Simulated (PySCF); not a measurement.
# Silicon: the same states on changed settings

These states were run before on sound settings. What differs here: radial step 0.5 in ln r (0.13 in the sound run), unsound on purpose. What does it move?

The numbers are computed with PySCF 2.14.0 (unrestricted determinants in a Gaussian basis, no spin-orbit coupling in the energies), except any that are marked as measured or tabulated.

**1. The atom as given**

| Quantity | Value |
| --- | --- |
| Element | silicon (Z = 14) |
| Basis | def2-SVP |
| Hamiltonian | no relativity, point nucleus |
| State 1 | Si⁺: [Ne] 3s2 3p1, 2P determinant |
| State 2 | Si²⁺: [Ne] 3s2, closed-shell 1S |
| Methods | B3LYP, PBE0 |

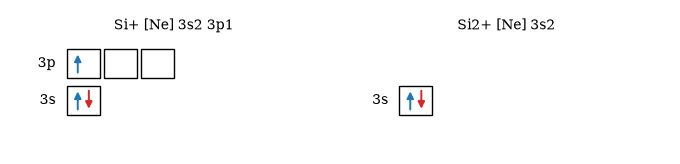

Outer shells as boxes.

The sound run (def2-SVP, no relativity, point nucleus, symmetry-adapted start, fine grid, valence correlation) gave:

```
species             method  energy (hartree)
    Si⁺                UHF        -288.47217
    Si⁺              B3LYP        -288.99596
    Si⁺               PBE0        -288.85012
    Si⁺      MP2 (valence)        -288.50739
    Si⁺  CCSD(T) (valence)        -288.52584
   Si²⁺                UHF        -287.89144
   Si²⁺              B3LYP        -288.39267
   Si²⁺               PBE0        -288.24643
   Si²⁺      MP2 (valence)        -287.92077
   Si²⁺  CCSD(T) (valence)        -287.93504
```

The runs were made by one driver on top of PySCF. The scripts below sum up each run's settings (the driver also hands on starting orbitals that pick excited configurations, and frozen orbitals as a list rather than a count), and the logs come from the driver's own runs. The driver starts from symmetry-adapted Hartree-Fock orbitals, holds the occupation by maximum overlap and uses a logarithmic radial grid for functionals, so a plain start would take other cycles.

It was started by

```console
$ OMP_NUM_THREADS=1 python atomrun2.py TASK.json OUT
```

The grid is set inside the driver, so the scripts do not show it: radial step 0.5 in ln r (0.13 in the sound run).

**2. Changed run, Si⁺: the ladder of methods**

#### B3LYP

Input file input.py:

```python
from pyscf import gto, scf, dft, mp, cc
import basis_set_exchange as bse
mol = gto.M(atom="Si 0 0 0", charge=1, spin=1, symmetry="D2h",
            basis=gto.basis.parse(bse.get_basis("def2-SVP", elements=["Si"], fmt="nwchem", header=False)))
mf = dft.UKS(mol, xc="B3LYP")
mf.irrep_nelec = {'Ag': (3, 3), 'B1u': (1, 1), 'B2u': (2, 1), 'B3u': (1, 1)}
mf.kernel()
```

Log:

```text
damping factor = 0
level_shift factor = 0
DIIS = <class 'pyscf.scf.diis.CDIIS'>
diis_start_cycle = 1
diis_space = 10
diis_damp = 0
SCF conv_tol = 1e-09
SCF conv_tol_grad = None
number electrons alpha = 7  beta = 6
XC functionals = B3LYP
    P. J. Stephens, F. J. Devlin, C. F. Chabalowski, and M. J. Frisch.,  J. Phys. Chem. 98, 11623 (1994)
cycle= 1 E= -289.016460570157  delta_E= -0.00299  |g|= 0.00773  |ddm|= 0.124
cycle= 2 E= -289.016516977866  delta_E= -5.64e-05  |g|= 0.00136  |ddm|= 0.0122
cycle= 3 E= -289.016519216576  delta_E= -2.24e-06  |g|= 0.000225  |ddm|= 0.00274
cycle= 4 E= -289.016519272397  delta_E= -5.58e-08  |g|= 1.26e-05  |ddm|= 0.00047
cycle= 5 E= -289.016519272498  delta_E= -1e-10  |g|= 5.74e-07  |ddm|= 4.88e-05
converged SCF energy = -289.016519272498  <S^2> = 0.75326944  2S+1 = 2.0032668
```

It took 0.05 s on 1 thread of Intel Xeon Platinum 8375C at 2.90GHz, shared host, the integrals not counted.

The occupied shells:

```
shell  electrons  mean orbital energy (eV)  spread (eV)  rms radius (bohr)
 1s α          1                   -1809.9            0              0.129
 1s β          1                   -1809.8            0              0.129
 2s α          1                   -154.42            0              0.620
 2s β          1                   -154.30            0              0.620
 2p α          3                   -109.86        0.114              0.603
 2p β          3                   -109.69        0.450              0.603
 3s α          1                   -20.351            0               2.23
 3s β          1                   -19.364            0               2.23
 3p α          1                   -13.032            0               2.68
```

⟨S²⟩ = 0.753, ⟨L²⟩ = 2.01.

#### PBE0

input.py differs from the last one in:

```diff
@@ -4,3 +4,3 @@
             basis=gto.basis.parse(bse.get_basis("def2-SVP", elements=["Si"], fmt="nwchem", header=False)))
-mf = dft.UKS(mol, xc="B3LYP")
+mf = dft.UKS(mol, xc="PBE0")
 mf.irrep_nelec = {'Ag': (3, 3), 'B1u': (1, 1), 'B2u': (2, 1), 'B3u': (1, 1)}
```

Log:

```text
damping factor = 0
level_shift factor = 0
DIIS = <class 'pyscf.scf.diis.CDIIS'>
diis_start_cycle = 1
diis_space = 10
diis_damp = 0
SCF conv_tol = 1e-09
SCF conv_tol_grad = None
number electrons alpha = 7  beta = 6
XC functionals = PBE0
    C. Adamo and V. Barone.,  J. Chem. Phys. 110, 6158 (1999)
    M. Ernzerhof and G. E. Scuseria.,  J. Chem. Phys. 110, 5029 (1999)
cycle= 1 E= -288.868057967541  delta_E= -0.003  |g|= 0.00907  |ddm|= 0.111
cycle= 2 E= -288.86815706314  delta_E= -9.91e-05  |g|= 0.0021  |ddm|= 0.0152
cycle= 3 E= -288.868162924914  delta_E= -5.86e-06  |g|= 0.000296  |ddm|= 0.00462
cycle= 4 E= -288.868163003703  delta_E= -7.88e-08  |g|= 7.26e-06  |ddm|= 0.000579
cycle= 5 E= -288.868163003772  delta_E= -6.95e-11  |g|= 5.76e-07  |ddm|= 3.75e-05
converged SCF energy = -288.868163003772  <S^2> = 0.75454997  2S+1 = 2.0045448
```

It took 0.04 s on 1 thread of Intel Xeon Platinum 8375C at 2.90GHz, shared host, the integrals not counted.

**3. Changed run, Si²⁺**

#### B3LYP

Input file input.py:

```python
from pyscf import gto, scf, dft, mp, cc
import basis_set_exchange as bse
mol = gto.M(atom="Si 0 0 0", charge=2, spin=0, symmetry="D2h",
            basis=gto.basis.parse(bse.get_basis("def2-SVP", elements=["Si"], fmt="nwchem", header=False)))
mf = dft.UKS(mol, xc="B3LYP")
mf.irrep_nelec = {'Ag': (3, 3), 'B1u': (1, 1), 'B2u': (1, 1), 'B3u': (1, 1)}
mf.kernel()
```

Log:

```text
damping factor = 0
level_shift factor = 0
DIIS = <class 'pyscf.scf.diis.CDIIS'>
diis_start_cycle = 1
diis_space = 10
diis_damp = 0
SCF conv_tol = 1e-09
SCF conv_tol_grad = None
number electrons alpha = 6  beta = 6
XC functionals = B3LYP
    P. J. Stephens, F. J. Devlin, C. F. Chabalowski, and M. J. Frisch.,  J. Phys. Chem. 98, 11623 (1994)
cycle= 1 E= -288.413187788491  delta_E= -0.00127  |g|= 0.0063  |ddm|= 0.099
cycle= 2 E= -288.413197341114  delta_E= -9.55e-06  |g|= 0.000994  |ddm|= 0.00974
cycle= 3 E= -288.413197574834  delta_E= -2.34e-07  |g|= 2.7e-06  |ddm|= 0.00115
cycle= 4 E= -288.413197574836  delta_E= -1.42e-12  |g|= 1.19e-08  |ddm|= 1.5e-06
converged SCF energy = -288.413197574836  <S^2> = 1.7763568e-15  2S+1 = 1
```

It took 0.03 s on 1 thread of Intel Xeon Platinum 8375C at 2.90GHz, shared host, the integrals not counted.

The occupied shells:

```
shell  electrons  mean orbital energy (eV)  spread (eV)  rms radius (bohr)
   1s          2                   -1822.6            0              0.129
   2s          2                   -166.47            0              0.619
   2p          6                   -121.91            0              0.602
   3s          2                   -29.477            0               2.11
```

⟨S²⟩ = 0.000, ⟨L²⟩ = 0.00.

#### PBE0

input.py differs from the last one in:

```diff
@@ -4,3 +4,3 @@
             basis=gto.basis.parse(bse.get_basis("def2-SVP", elements=["Si"], fmt="nwchem", header=False)))
-mf = dft.UKS(mol, xc="B3LYP")
+mf = dft.UKS(mol, xc="PBE0")
 mf.irrep_nelec = {'Ag': (3, 3), 'B1u': (1, 1), 'B2u': (1, 1), 'B3u': (1, 1)}
```

Log:

```text
damping factor = 0
level_shift factor = 0
DIIS = <class 'pyscf.scf.diis.CDIIS'>
diis_start_cycle = 1
diis_space = 10
diis_damp = 0
SCF conv_tol = 1e-09
SCF conv_tol_grad = None
number electrons alpha = 6  beta = 6
XC functionals = PBE0
    C. Adamo and V. Barone.,  J. Chem. Phys. 110, 6158 (1999)
    M. Ernzerhof and G. E. Scuseria.,  J. Chem. Phys. 110, 5029 (1999)
cycle= 1 E= -288.26510995435  delta_E= -0.000854  |g|= 0.00529  |ddm|= 0.064
cycle= 2 E= -288.265117672373  delta_E= -7.72e-06  |g|= 0.000808  |ddm|= 0.0106
cycle= 3 E= -288.265117820238  delta_E= -1.48e-07  |g|= 1.01e-05  |ddm|= 0.000764
cycle= 4 E= -288.265117820267  delta_E= -2.9e-11  |g|= 2.41e-08  |ddm|= 1.71e-05
converged SCF energy = -288.265117820267  <S^2> = 0  2S+1 = 1
```

It took 0.03 s on 1 thread of Intel Xeon Platinum 8375C at 2.90GHz, shared host, the integrals not counted.

**4. Against the sound run**

```
species  method  converged  energy less sound run (eV)
    Si⁺   B3LYP        yes                     -0.5593
    Si⁺    PBE0        yes                     -0.4911
   Si²⁺   B3LYP        yes                     -0.5585
   Si²⁺    PBE0        yes                     -0.5086
```

Ionisation energy of Si⁺:

```
method  sound run (eV)  changed run (eV)  shift (eV)
   UHF          15.803            15.803      +0.000
 B3LYP          16.416            16.417      +0.001
  PBE0          16.427            16.410      -0.018
```

**5. What came out**

```
                                 quantity                                            value
                                   change  radial step 0.5 in ln r (0.13 in the sound run)
                           runs converged                                           4 of 4
largest shift of a converged total energy                                         0.559 eV
   largest shift of the ionisation energy                                 -0.018 eV (PBE0)
```

**Reading.** The ionisation energy moves by up to 0.02 eV, at PBE0. A coarse radial grid mis-integrates the density and the exchange-correlation energy, with errors of either sign; Hartree-Fock needs no grid. The setting is unsound on purpose, so these numbers are no properties of the atom.
